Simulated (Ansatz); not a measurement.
One crystal and one scan (energy against volume) at two levels, PBE (plane waves to 420 eV, PAW, scalar-relativistic; Ansatz, an electronic-structure program) and r2SCAN (plane waves to 500 eV, PAW, scalar-relativistic; Ansatz), each from its own relaxed cell and on its own mesh. The cell shown is that of PBE.

Cd (hcp, Mg type)

```
Cd
1.0
    3.01606     0.00000     0.00000
   -1.50803     2.61198     0.00000
    0.00000     0.00000     5.81912
Cd
2
Direct
  0.33333   0.66667   0.75000
  0.66667   0.33333   0.25000
```

Equation-of-state scan: isotropic scaling of the cell above, V₀ being its volume. Symmetry pins the atoms to their sites.

E stands for the smeared free energy. Cd was relaxed with its symmetry unable to fall. With the shape held, the modulus is that of even scaling; a crystal free to change shape is softer. Percentages come from the unrounded values. Both scans cover V/V₀ from 0.940 to 1.060.

| quantity | PBE | r2SCAN | PBE − r2SCAN |
|---|---|---|---|
| Lattice constant a (Å) | 3.016 | 2.962 | +0.054 (+1.8 %) |
| Lattice constant c (Å) | 5.819 | 5.798 | +0.021 (+0.4 %) |
| Relaxed volume (Å³/atom) | 22.92 | 22.03 | +0.89 (+4.1 %) |
| Pressure at the smallest volume (GPa) | 3.4 | 4.2 | -0.8 (-21 %) |
| Energy cost of the largest compression (meV/atom) | 13 | 16 | -3 |
| Energy cost of the largest expansion (meV/atom) | 10 | 12 | -2 |
| Bulk modulus at fixed cell shape B₀ (third-order Birch-Murnaghan fit) (GPa) | 44.2 | 57.3 | -13.1 (-23 %) |
| Pressure derivative B₀′ (fit) | 6.7 | 5.7 | +1.0 (+17 %) |
| Pressure for 5 % compression (fit) (GPa) | 2.7 | 3.4 | -0.7 (-21 %) |

PBE gives the higher value for: lattice constant a; lattice constant c; relaxed volume; pressure derivative B₀′. PBE gives the lower value for: pressure at the smallest volume; energy cost of the largest compression; bulk modulus at fixed cell shape B₀; pressure for 5 % compression.

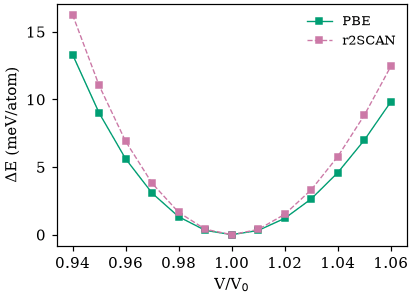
Figure: ΔE, each from the relaxed starting cell of its own level.

(A scan under strain: stresses follow from slopes of the energy per volume, elastic moduli from its curvatures.)
